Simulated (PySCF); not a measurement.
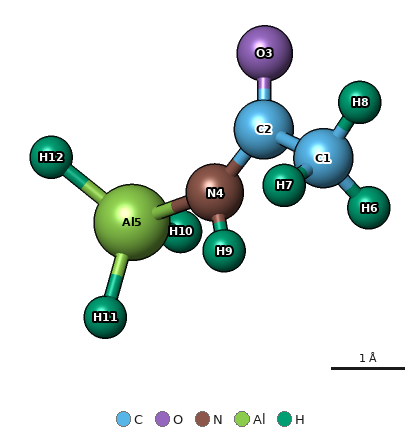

**Figure 1.** The structure (ball-and-stick view, seen at a tilt; atoms are numbered from 1 in the order of the input). Sticks mark near contacts.

**Run report: C2H7AlNO (charge −1), excited-state calculation**

- system: C2H7AlNO, charge −1, SMILES CC(=O)[NH][AlH3-]
- method: TDA PBE0/def2-SVPD, vertical, gas phase, core orbitals frozen in the response (PySCF 2.14.0)

Some settings of this run were made unusual or wrong on purpose. The geometry comes from this level: GFN2-xTB, altered.

The input
```
{"job": {"kind": "uv", "xc": "PBE0", "basis": "def2-SVPD", "nstates": 6, "ntriplets": 5, "tda": true, "grid": 0, "scf": {"max_cycle": 79}}, "charge": -1, "multiplicity": 1}
C      1.872416     0.013706    -0.106301
C      0.683921     0.101456     0.610011
O      0.716587     0.279091     1.694632
N     -0.312753    -0.029919    -0.045968
Al    -2.020675    -0.030164    -0.039812
H      1.903024     0.722957    -0.782339
H      1.928652    -0.854738    -0.557197
H      2.633549     0.111749     0.501536
H     -0.126634    -0.177782    -0.931215
H     -2.494703     1.328590     0.025832
H     -2.205915    -0.599252    -1.376310
H     -2.576390    -0.866309     0.983707
```

The first line tells a small driver script what to run in PySCF; the rest is the geometry in Å.

Run on 1 CPU thread, shared host.

Command:
```bash
OMP_NUM_THREADS=1 python <driver script> task.json out
```

What the program printed
```
final grid: 10288 points
cycle   1  E = -451.9313316880  dE =  1.649e+00  |g| = 8.697e-01  |ddm| = 6.125e+00
cycle   2  E = -451.7104886811  dE =  2.208e-01  |g| = 1.369e+00  |ddm| = 1.217e+01
cycle   3  E = -452.0935318500  dE = -3.830e-01  |g| = 2.223e-01  |ddm| = 1.162e+01
cycle   4  E = -452.1031966162  dE = -9.665e-03  |g| = 7.071e-02  |ddm| = 4.675e-01
cycle   5  E = -452.1041184238  dE = -9.218e-04  |g| = 2.363e-02  |ddm| = 1.349e-01
cycle   6  E = -452.1042426889  dE = -1.243e-04  |g| = 3.400e-03  |ddm| = 5.202e-02
cycle   7  E = -452.1042455275  dE = -2.839e-06  |g| = 6.562e-04  |ddm| = 1.392e-02
cycle   8  E = -452.1042456626  dE = -1.350e-07  |g| = 1.721e-04  |ddm| = 3.323e-03
cycle   9  E = -452.1042456700  dE = -7.385e-09  |g| = 7.383e-05  |ddm| = 1.015e-03
cycle  10  E = -452.1042456712  dE = -1.245e-09  |g| = 1.050e-05  |ddm| = 1.702e-04
cycle  11  E = -452.1042456712  dE = -3.138e-11  |g| = 2.284e-06  |ddm| = 5.335e-05
converged SCF energy = -452.1042456712

Static polarisability (au): isotropic 68.937, principal 58.848 69.246 78.715

Singlet excitations
state   eV       nm        f      main configurations
  1   5.1250    241.9   0.02186   H->L 0.98
  2   5.3558    231.5   0.03751   H-1->L 0.92
  3   5.6170    220.7   0.03253   H-2->L 0.92
  4   5.7697    214.9   0.01776   H->L+1 0.93
  5   6.1285    202.3   0.02806   H-1->L+1 0.88
  6   6.2631    198.0   0.03271   H-2->L+1 0.82

Triplet excitations (Tamm-Dancoff, eV): 5.0461 5.2628 5.4817 5.6364 6.0058
```

Outcome

| quantity | value |
| --- | --- |
| outcome | converged |
| total energy | −452.104246 hartree |
| HOMO | −2.22 eV |
| LUMO | 3.83 eV |
| mean polarisability | 68.94 a.u. |
| lowest singlet excitation | 5.12 eV |
| wall time | 22 s |
| peak memory | 0.66 GiB |

What went wrong

Some settings of this run were drawn to be unusual or wrong; see grid = 0. It converged; results that depend on the unusual settings are not reference values.
